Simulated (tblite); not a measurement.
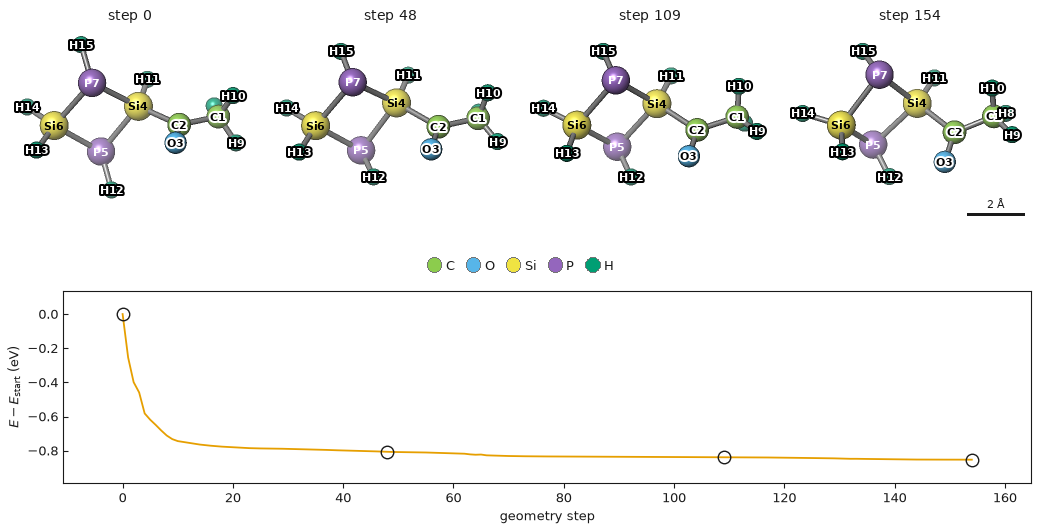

Frames of a relaxation of C2H8OP2Si2, marked on the history of the run. A ball-and-stick model, seen at a tilt.

Level of theory: tblite, GFN2-xTB geometry optimisation, gas phase. 

### What happens along the run?

The energy falls by 0.853 eV in 154 geometry steps. O3 moves most after the best rigid fit: 1.17 Å. By element the largest moves are O 1.17 Å, H 1.00 Å, P 0.54 Å, C 0.47 Å, Si 0.41 Å. Among the contacts that change: C2–Si4 1.829 → 1.927 Å, P7–H15 1.475 → 1.385 Å, P5–Si6 2.194 → 2.268 Å, P5–H12 1.450 → 1.380 Å. Among the angles between lasting bonds that change: Si6–P5–H12 116.2° → 96.5°, Si4–P5–H12 114.9° → 95.5°, Si4–P7–H15 110.4° → 92.6°. Groups turn about C1–C2 by about 50°, C2–Si4 by about 35°, Si4–P7 by about 30°. From step 0 to 48: H12 moves most (0.58 Å), energy −0.806 eV. From step 48 to 109: H9 moves most (0.65 Å), energy −0.032 eV. From step 109 to 154: H13 moves most (0.61 Å), energy −0.014 eV.
